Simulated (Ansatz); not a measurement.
# SiAsH4 (doublet): from Hartree-Fock to the top rungs, cc-pVDZ

How much of the correlation energy of SiAsH4 (doublet) does each wave-function method recover here?

Computed with Ansatz 0.2.0, Gaussian basis. Level: cc-pVDZ, core rule «outside noble gas», up to 19 orbitals frozen.

The runs, in order: UHF; CCSD(T) on ROHF; CCSD(T) on UHF; BCCD(T) on ROHF; CISD; CCSDT(Q) on ROHF; CCSDT(Q) on UHF.

23 further runs of the same task are left out: 1 for a known fault of the program, 8 that didn't finish, 14 set aside as unsound or not needed.

### 1 What is computed

The geometry is a PBE0/def2-TZVP stationary point (not a proven minimum). No spin-orbit coupling is included. The filled d shell of As may be among the frozen orbitals whatever the setting's name suggests; the logs give the count.

6 atoms, charge 0, spin multiplicity 2.

Atoms are counted from 1 here; the program's logs count them from 0.

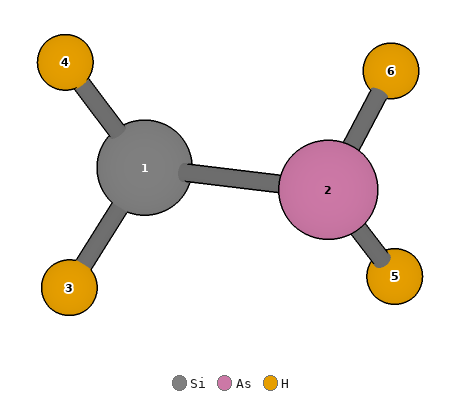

The geometry (silicon grey, arsenic pink, hydrogen amber); atoms are numbered from 1 in the order of the file.

In the tables R marks a restricted open-shell determinant and U an unrestricted one; energies count from the table's Hartree-Fock row.

### 2 UHF

Input file in.yaml:

```yaml
crystal:
  periodic: [false, false, false]
  atoms:
    - {symbol: Si, position_ang: [-0.124629, 0.000001, 1.681959]}
    - {symbol: As, position_ang: [0.057778, 0.000000, -0.667422]}
    - {symbol: H, position_ang: [0.561776, -1.209969, 2.222531]}
    - {symbol: H, position_ang: [0.561775, 1.209971, 2.222530]}
    - {symbol: H, position_ang: [-0.972792, -1.104005, -0.850585]}
    - {symbol: H, position_ang: [-0.972793, 1.104003, -0.850586]}
basis:
  gaussian: {orbitals: cc-pVDZ}
magnetization: {spin_polarized: true, initial_magnetization: 1}
hamiltonian: {xc: hf}
output: {orbitals: {seedname: orbitals}}
```

The run is started by

```console
$ ansatz run in.yaml --threads 1 --pin off --events-out ev --progress --plain --max-ram 2393MiB
```

The log of the run:

```text
Functional definition: HF
  name "HF"
  cite "Fock, Z. Phys. 61, 126 (1930) doi:10.1007/BF01340294"
  parent pbe
  exchange = exact_x
  correlation = 0
684 factors; integrals over basis functions are off by at most 1.1e-3 eV
mean field evaluation 1: about -68718.2978 eV, gradient 8.3e0 eV
mean field evaluation 2: about -68718.3187 eV, gradient 8.3e0 eV
mean field evaluation 4: about -68719.3437 eV, gradient 8.7e-1 eV
mean field evaluation 8: about -68719.3677 eV, gradient 3.1e-3 eV
mean field -68719.36771624 eV, -2525.3901839116 hartree, gradient 1.2e-5 eV, S^2 0.757250; 0 other end points of the search recorded, 0 dependent functions left out
reference -68719.36771624 eV, -2525.3901839116 hartree; 26, 25 occupied and 39, 40 virtual orbitals, 684 factors
Total energy: -68719.36771624 eV, -2525.3901839116 hartree
```

Run time: 1.1 s. Hardware: 1 thread of Arm Neoverse V2, shared host.

From the report: ⟨S²⟩ of the determinant 0.757 (pure doublet: 0.75).

### 3 CCSD(T) on ROHF

Edit in.yaml of step 2 so:

```diff
@@ -11,4 +11,3 @@
   gaussian: {orbitals: cc-pVDZ}
-magnetization: {spin_polarized: true, initial_magnetization: 1}
-hamiltonian: {xc: hf}
-output: {orbitals: {seedname: orbitals}}
+magnetization: {spin_polarized: false, initial_magnetization: 1}
+correlation: {method: ccsd_t, electrons: outside_noble_gas}
```

The command is unchanged.

The log of the run, cut to the lines that bear on the results:

```text
Functional definition: HF
  name "HF"
  cite "Fock, Z. Phys. 61, 126 (1930) doi:10.1007/BF01340294"
  parent pbe
[...]
684 factors; integrals over basis functions are off by at most 1.1e-3 eV
[...]
mean field -68719.31676366 eV, -2525.3883114388 hartree, gradient 5.7e-6 eV, S^2 0.750000; 0 other end points of the search recorded, 0 dependent functions left out
19 core orbitals not correlated: weight in the atoms' cores, before any rotation towards them, 1.000 or more for the frozen orbitals, at most 0.000 for the correlated occupied ones
reference -68719.31676366 eV, -2525.3883114388 hartree; 7, 6 occupied and 39, 40 virtual orbitals, 684 factors
second order -5.46921516 eV of doubles, -0.03144274 eV of singles
cycle   1  -6.33584698 eV  change   -8.3e-1 eV  update   7.5e-2
[...]
cycle  11  -6.66807630 eV  change    5.2e-7 eV  update   7.9e-6
perturbative correction -0.18458291 eV, -0.0067832967 hartree
Total energy: -68726.16942287 eV, -2525.6401420197 hartree
```

Wall time 2.6 s (1 thread of Arm Neoverse V2, shared host).

From the report: correlation -6.8527 eV; T1 0.020; largest double amplitude 0.04.

### 4 CCSD(T) on UHF

Edit in.yaml of step 3 so:

```diff
@@ -11,3 +11,3 @@
   gaussian: {orbitals: cc-pVDZ}
-magnetization: {spin_polarized: false, initial_magnetization: 1}
+magnetization: {spin_polarized: true, initial_magnetization: 1}
 correlation: {method: ccsd_t, electrons: outside_noble_gas}
```

Same command.

The log of the run, cut to the lines that bear on the results:

```text
Functional definition: HF
  name "HF"
  cite "Fock, Z. Phys. 61, 126 (1930) doi:10.1007/BF01340294"
  parent pbe
[...]
684 factors; integrals over basis functions are off by at most 1.1e-3 eV
[...]
mean field -68719.36771624 eV, -2525.3901839116 hartree, gradient 7.2e-6 eV, S^2 0.757250; 0 other end points of the search recorded, 0 dependent functions left out
19 core orbitals not correlated: weight in the atoms' cores, before any rotation towards them, 1.000 or more for the frozen orbitals, at most 0.000 for the correlated occupied ones
reference -68719.36771624 eV, -2525.3901839116 hartree; 7, 6 occupied and 39, 40 virtual orbitals, 684 factors
second order -5.45462067 eV of doubles, -0.00000000 eV of singles
cycle   1  -6.28858237 eV  change   -8.3e-1 eV  update   7.4e-2
[...]
cycle  11  -6.61851351 eV  change    2.9e-7 eV  update   7.9e-6
perturbative correction -0.18345458 eV, -0.0067418313 hartree
Total energy: -68726.16968434 eV, -2525.6401516284 hartree
```

Wall time 2.2 s (1 thread of Arm Neoverse V2, shared host).

From the report: ⟨S²⟩ of the determinant 0.757 (pure doublet: 0.75); correlation -6.8020 eV; T1 0.016; largest double amplitude 0.04.

### 5 BCCD(T) on ROHF

Edit in.yaml of step 4 so:

```diff
@@ -11,3 +11,3 @@
   gaussian: {orbitals: cc-pVDZ}
-magnetization: {spin_polarized: true, initial_magnetization: 1}
-correlation: {method: ccsd_t, electrons: outside_noble_gas}
+magnetization: {spin_polarized: false, initial_magnetization: 1}
+correlation: {method: bccd_t, electrons: outside_noble_gas}
```

Launched as before.

The log of the run, cut to the lines that bear on the results:

```text
Functional definition: HF
  name "HF"
  cite "Fock, Z. Phys. 61, 126 (1930) doi:10.1007/BF01340294"
  parent pbe
[...]
684 factors; integrals over basis functions are off by at most 1.1e-3 eV
[...]
mean field -68719.31676366 eV, -2525.3883114388 hartree, gradient 5.7e-6 eV, S^2 0.750000; 0 other end points of the search recorded, 0 dependent functions left out
19 core orbitals not correlated: weight in the atoms' cores, before any rotation towards them, 1.000 or more for the frozen orbitals, at most 0.000 for the correlated occupied ones
reference -68719.31676366 eV, -2525.3883114388 hartree; 7, 6 occupied and 39, 40 virtual orbitals, 684 factors
second order -5.46921516 eV of doubles, -0.03144274 eV of singles
cycle   1  -6.35567268 eV  change   -8.5e-1 eV  update   7.5e-2
[...]
cycle  11  -6.66135590 eV  change    1.1e-6 eV  update   9.2e-6
perturbative correction -0.19236782 eV, -0.0070693872 hartree
Total energy: -68726.17048739 eV, -2525.6401811400 hartree
```

Run time: 3.1 s. Hardware: 1 thread of Arm Neoverse V2, shared host.

From the report: correlation -6.8537 eV; largest double amplitude 0.04.

### 6 CISD

Edit in.yaml of step 5 so:

```diff
@@ -12,2 +12,2 @@
 magnetization: {spin_polarized: false, initial_magnetization: 1}
-correlation: {method: bccd_t, electrons: outside_noble_gas}
+correlation: {active_space: {ras: {orbitals: [6, 1, 39], electrons: 13, max_holes: 2, max_particles: 2}, fixed_orbitals: true}}
```

Same command.

The log of the run:

```text
Functional definition: HF
  name "HF"
  cite "Fock, Z. Phys. 61, 126 (1930) doi:10.1007/BF01340294"
  parent pbe
  exchange = exact_x
  correlation = 0
684 factors; integrals over basis functions are off by at most 1.1e-3 eV
mean field evaluation 1: about -68718.3050 eV, gradient 1.1e1 eV
mean field evaluation 2: about -68718.3258 eV, gradient 1.1e1 eV
mean field evaluation 4: about -68719.3046 eV, gradient 9.3e-1 eV
mean field evaluation 8: about -68719.3168 eV, gradient 1.0e-4 eV
mean field -68719.31676366 eV, -2525.3883114388 hartree, gradient 5.7e-6 eV, S^2 0.750000; 0 other end points of the search recorded, 0 dependent functions left out
reference -68719.31676366 eV, -2525.3883114388 hartree; 26, 25 occupied and 39, 40 virtual orbitals, 684 factors
state -68725.36289259 eV, -2525.6105025785 hartree
Total energy: -68725.36289259 eV, -2525.6105025785 hartree
```

Wall time 3.8 s (1 thread of Arm Neoverse V2, shared host).

From the report: 71,562 determinants.

### 7 CCSDT(Q) on ROHF

Edit in.yaml of step 6 so:

```diff
@@ -12,2 +12,2 @@
 magnetization: {spin_polarized: false, initial_magnetization: 1}
-correlation: {active_space: {ras: {orbitals: [6, 1, 39], electrons: 13, max_holes: 2, max_particles: 2}, fixed_orbitals: true}}
+correlation: {method: ccsdt_q, electrons: outside_noble_gas}
```

The command is unchanged.

The log of the run, cut to the lines that bear on the results:

```text
Functional definition: HF
  name "HF"
  cite "Fock, Z. Phys. 61, 126 (1930) doi:10.1007/BF01340294"
  parent pbe
[...]
1299 factors; integrals over basis functions are off by at most 1.5e-7 eV
[...]
mean field -68719.31686980 eV, -2525.3883153393 hartree, gradient 3.7e-6 eV, S^2 0.750000; 0 other end points of the search recorded, 0 dependent functions left out
19 core orbitals not correlated: weight in the atoms' cores, before any rotation towards them, 1.000 or more for the frozen orbitals, at most 0.000 for the correlated occupied ones
reference -68719.31686980 eV, -2525.3883153393 hartree; 7, 6 occupied and 39, 40 virtual orbitals, 1299 factors
second order -5.46925952 eV of doubles, -0.03144281 eV of singles
cycle   1  -6.33584002 eV  change   -8.3e-1 eV  update   8.4e-2
[...]
cycle  16  -6.88475547 eV  change    1.3e-6 eV  update   6.8e-7
perturbative correction -0.00908693 eV, -0.0003339386 hartree
Total energy: -68726.21071220 eV, -2525.6416593747 hartree
```

Run time: 65 s. Hardware: 1 thread of Arm Neoverse V2, shared host; peak memory 0.9 GiB.

From the report: correlation -6.8938 eV; T1 0.021; largest double amplitude 0.04.

### 8 CCSDT(Q) on UHF

Edit in.yaml of step 7 so:

```diff
@@ -11,3 +11,3 @@
   gaussian: {orbitals: cc-pVDZ}
-magnetization: {spin_polarized: false, initial_magnetization: 1}
+magnetization: {spin_polarized: true, initial_magnetization: 1}
 correlation: {method: ccsdt_q, electrons: outside_noble_gas}
```

The command is unchanged.

The log of the run, cut to the lines that bear on the results:

```text
Functional definition: HF
  name "HF"
  cite "Fock, Z. Phys. 61, 126 (1930) doi:10.1007/BF01340294"
  parent pbe
[...]
1299 factors; integrals over basis functions are off by at most 1.5e-7 eV
[...]
mean field -68719.36782263 eV, -2525.3901878210 hartree, gradient 2.7e-6 eV, S^2 0.757250; 0 other end points of the search recorded, 0 dependent functions left out
19 core orbitals not correlated: weight in the atoms' cores, before any rotation towards them, 1.000 or more for the frozen orbitals, at most 0.000 for the correlated occupied ones
reference -68719.36782263 eV, -2525.3901878210 hartree; 7, 6 occupied and 39, 40 virtual orbitals, 1299 factors
second order -5.45466467 eV of doubles, -0.00000000 eV of singles
cycle   1  -6.28857510 eV  change   -8.3e-1 eV  update   8.3e-2
[...]
cycle  16  -6.83413811 eV  change    1.1e-6 eV  update   6.2e-7
perturbative correction -0.00943026 eV, -0.0003465556 hartree
Total energy: -68726.21139099 eV, -2525.6416843197 hartree
```

Wall time 55 s (1 thread of Arm Neoverse V2, shared host); peak memory 0.72 GiB.

From the report: ⟨S²⟩ of the determinant 0.757 (pure doublet: 0.75); correlation -6.8436 eV; T1 0.017; largest double amplitude 0.04.

### 9 Misses and costs

The yardstick is UCCSDT(Q), where the cluster series has nearly closed. Rows without a time come out of other runs: HF, MP2 and CCSD of CCSD(T), CCSDT of CCSDT(Q).

Differences are taken before rounding.

| method | energy from the lowest RHF (meV) | from UCCSDT(Q) (meV) | time |
| --- | --- | --- | --- |
| RHF | 0.0 | +6894.6 |  |
| UHF | -51.0 | +6843.7 |  |
| RMP2 | -5500.7 | +1394.0 |  |
| UMP2 | -5505.6 | +1389.1 |  |
| CISD | -6046.1 | +848.5 | 3.8 s |
| RCCSD | -6668.1 | +226.6 |  |
| UCCSD | -6669.5 | +225.2 |  |
| RCCSD(T) | -6852.7 | +42.0 | 2.6 s |
| UCCSD(T) | -6852.9 | +41.7 | 2.2 s |
| BCCD(T) | -6853.7 | +40.9 | 3.1 s |
| RCCSDT | -6884.9 | +9.8 |  |
| UCCSDT | -6885.2 | +9.4 |  |
| RCCSDT(Q) | -6893.9 | +0.7 | 65 s |
| UCCSDT(Q) | -6894.6 | 0 | 55 s |

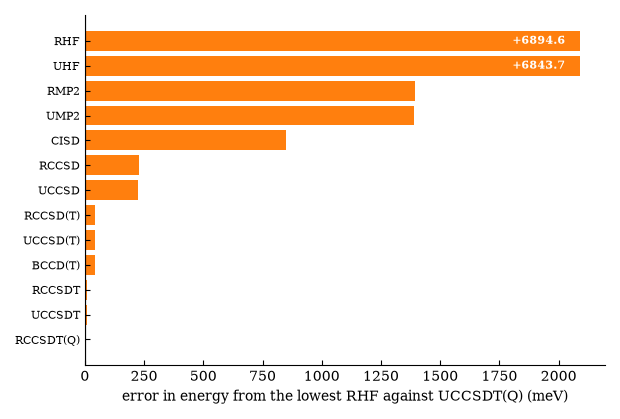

Error of each method against UCCSDT(Q). Bars with a number in them are cut short.

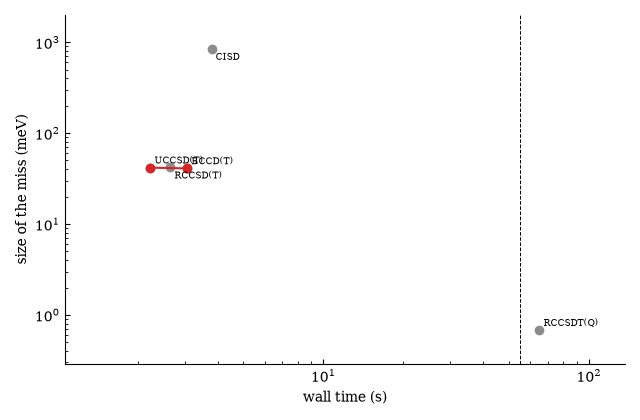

Miss against cost. Red marks the levels that no quicker level drawn beats (of those quicker than the yardstick), and the dashed line is the time of UCCSDT(Q). Times are from a shared host.

With the free atoms at the same levels and basis (separate runs), the atomisation energy is 13.380 eV at UCCSDT(Q), 13.374 eV at RCCSD(T), 13.357 eV at UCCSD(T), 10.303 eV at RHF.

### 10 What came out

```
                         quantity                                                   value
   UCCSDT(Q) below the RHF energy                                              -6.8946 eV
              RMP2 from UCCSDT(Q)                                             +1394.0 meV
              UMP2 from UCCSDT(Q)                                             +1389.1 meV
             RCCSD from UCCSDT(Q)                                              +226.6 meV
          RCCSD(T) from UCCSDT(Q)                                               +42.0 meV
          UCCSD(T) from UCCSDT(Q)                                               +41.7 meV
         RCCSDT(Q) from UCCSDT(Q)                                                +0.7 meV
levels within 1 kcal/mol (43 meV)  RCCSD(T), UCCSD(T), BCCD(T), RCCSDT, UCCSDT, RCCSDT(Q)
                    T1 diagnostic                                                   0.020
```

**Reading.** RCCSD(T) lands +42.0 meV from the yardstick (0.6 % of the correlation energy). These misses are within one basis, not against nature; the frozen cores of restricted and unrestricted runs differ, which can shift their rows.

For cost: BCCD(T) gets within 40.9 meV in 3.1 s, where UCCSDT(Q) took 55 s; the quickest level in the cost chart, UCCSD(T), takes 2.2 s and misses by 41.7 meV.
